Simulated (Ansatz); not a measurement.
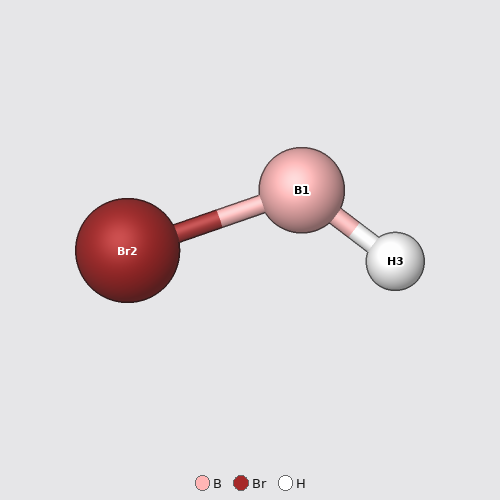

The system is BBrH, SMILES [BH]Br, spin multiplicity 2; the picture shows the reference structure. 
- First axis: angle Br2–B1–H3 (carried through 180). Second axis: change of the bonds B1–Br2, B1–H3, all alike.
- Nothing is relaxed (all other coordinates rigid).
- The grid has 15 × 15 points; 120 points were computed and 105 follow by symmetry.
- Points are written as (first, second).
- Energies are in kJ/mol, from the lowest grid point.
- Theory: UHF-MP2, frozen core/def2-TZVP (Ansatz).

Its coordinates:

```yaml
atoms:
  - { symbol: B, position_ang: [-0.0959, -0.5216, -0.1162] }
  - { symbol: Br, position_ang: [1.1797, 0.5625, 0.7090] }
  - { symbol: H, position_ang: [-1.0948, -0.1057, -0.6060] }
```

Range: angle Br2–B1–H3 (carried through 180) from 105.6 to 254.4°; change of the bonds B1–Br2, B1–H3, all alike from −0.168 to 0.260 Å.

> What will the energy surface look like?

The lowest grid point is at (126.9°, −0.015 Å); the map holds 2 wells of about this depth. No other kind of well shows on this grid. The highest grid point, (180.0°, 0.260 Å), lies 211 kJ/mol above the lowest. On the interpolated surface the easiest way out of the lowest well to a well of about the same depth near (233.1°, −0.015 Å) passes a barrier of about 71 kJ/mol. Round the minimum the two coordinates are weakly coupled (coupling 0.12 in units of the two stiffnesses).

```csv
"second ↓, first →",105.6,116.3,126.9,137.5,148.1,158.8,169.4,180.0,190.6,201.2,211.9,222.5,233.1,243.7,254.4
0.260,107,100,103,114,134,160,191,211,191,160,134,114,103,100,107
0.229,89,81,83,95,114,140,170,187,170,140,114,95,83,81,89
0.199,73,64,66,77,96,122,150,166,150,122,96,77,66,64,73
0.168,57,48,49,60,79,104,131,145,131,104,79,60,49,48,57
0.137,44,33,34,45,63,88,113,126,113,88,63,45,34,33,44
0.107,33,22,22,32,50,74,98,109,98,74,50,32,22,22,33
0.076,24,12,12,21,39,62,84,95,84,62,39,21,12,12,24
0.046,19,5,4,13,30,53,74,83,74,53,30,13,4,5,19
0.015,17,2,0,9,25,46,66,75,66,46,25,9,0,2,17
−0.015,18,3,0,8,23,44,62,71,62,44,23,8,0,3,18
−0.046,25,8,4,11,26,45,63,71,63,45,26,11,4,8,25
−0.076,37,18,14,20,34,52,68,75,68,52,34,20,14,18,37
−0.107,55,35,29,34,47,65,80,87,80,65,47,34,29,35,55
−0.137,80,58,51,55,67,84,98,104,98,84,67,55,51,58,80
−0.168,113,90,82,85,96,111,125,131,125,111,96,85,82,90,113
```

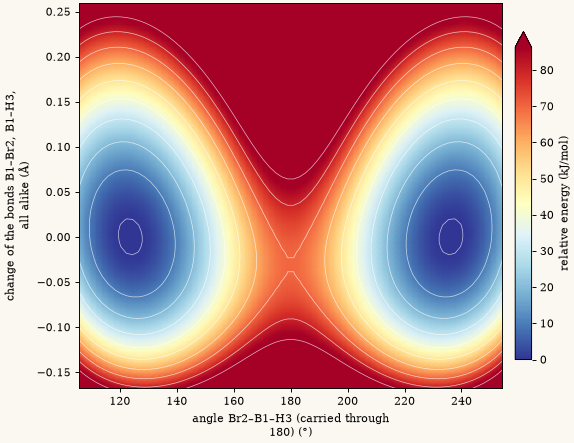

Drawn: a smooth colour map with a few white contour lines, one colour for all values above the top of the scale. Between grid points the surface is interpolated.

Each point was launched as `ansatz run input.yaml --threads 1 --pin off --max-ram 2560MiB --backend cpu --events-out ev --progress --plain --runs-dir out`. Time for the 120 points that were run: 14 min on 1 thread of Arm Neoverse N1 (shared host).
